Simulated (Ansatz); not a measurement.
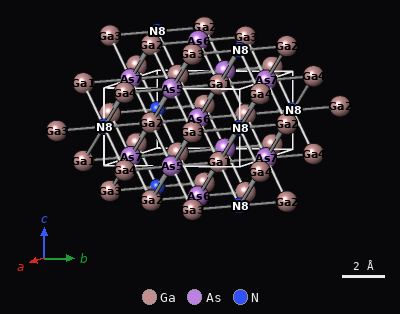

Crystalline Ga4As3N (a generated structure, set up in Cmmm) (coarse preliminary run), before the relaxation. A ball-and-stick model of the cell of the calculation, seen slightly off an axis.

Method: DFT PBE, scalar-relativistic, plane waves, PAW in Ansatz.

Input file:
```yaml
crystal:
  lattice:
    - [3.80725825, -5.38427625, 0.0]
    - [3.80725825, 5.38427625, 0.0]
    - [0.0, 0.0, 3.80725825]
  atoms:
    - { symbol: Ga, position: [0.75, 0.75, 0.0] }
    - { symbol: Ga, position: [0.75, 0.25, 0.5] }
    - { symbol: Ga, position: [0.25, 0.75, 0.5] }
    - { symbol: Ga, position: [0.25, 0.25, 0.0] }
    - { symbol: As, position: [0.0, 0.5, 0.0] }
    - { symbol: As, position: [0.5, 0.5, 0.5] }
    - { symbol: As, position: [0.5, 0.0, 0.0] }
    - { symbol: "N", position: [0.0, 0.0, 0.5] }
basis:
  ecutwfc: 420
kpoints:
  mp_grid: { grid: [4, 4, 4] }
hamiltonian:
  xc: pbe
scf:
  occupations: { method: gaussian, width: 0.1 }
  lower_state_search: "off"
output:
  forces: true
  stress: true
  eigenvalues: true
relax:
  adjacent_minimum: "off"
  f_tol: 0.04
  max_steps: 70
  cell: { stress_tol: 0.4 }
```

Run as
```bash
ansatz run input.yaml --threads 1 --pin off --max-ram 2560MiB --backend cpu --events-out ev --progress --plain --runs-dir out
```

**Predict the outcome.**

The largest moves relative to the cell, 0.59 Å, are those of Ga1 and Ga4. Ga1 goes along [1 1 0]. As and N stay in place. The volume changes by −6.6 %, with a = b 6.594 → 7.129 Å (+8.1 %), c 3.807 → 3.111 Å (−18.3 %), γ 109.5° → 112.7°. Some distances before and after: Ga2–N8 2.692 → 3.467 Å, As5–As5 3.807 → 3.111 Å, Ga1–N8 2.692 → 2.083 Å, Ga1–As5 2.692 → 3.026 Å. Among the angles between lasting bonds that change: As6–Ga4–As6 90.0° → 62.5°, Ga1–As6–Ga1 90.0° → 62.5°, Ga1–As6–Ga4 90.0° → 117.5°. The space group stays Cmmm (No. 65). Over 16 accepted moves (19 points after the start) the energy falls by 1.852 eV per cell of the calculation. Largest force component: 1.4 eV/Å at the start, 0.011 eV/Å at the end. Pressure: −6.20 GPa at the start and 0.05 GPa at the end. The line search rejected the trial steps at points 8, 9 of the run. The SCF was repeated once at an unchanged geometry on a basis and grid sized afresh for the cell, which shifted the energy by 13.8 meV per cell of the calculation at most.

Final geometry:

```
CELL_PARAMETERS angstrom
3.94986 -5.93492 0.00000
3.94986 5.93492 0.00000
0.00000 0.00000 3.11102
ATOMIC_POSITIONS crystal
Ga 0.82468 0.82468 0.00000
Ga 0.70789 0.29211 0.50000
Ga 0.29211 0.70789 0.50000
Ga 0.17532 0.17532 0.00000
As 0.00000 0.50000 0.00000
As 0.50000 0.50000 0.50000
As 0.50000 0.00000 0.00000
N 0.00000 0.00000 0.50000
```

The end point in the same view:

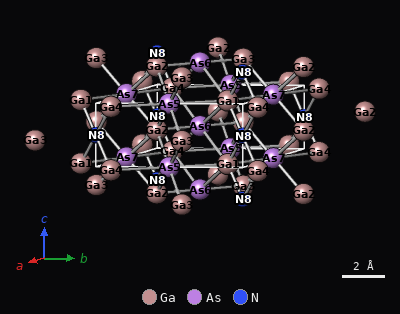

Limits of the set-up: the k-point mesh is coarse for a cell with partly filled bands.
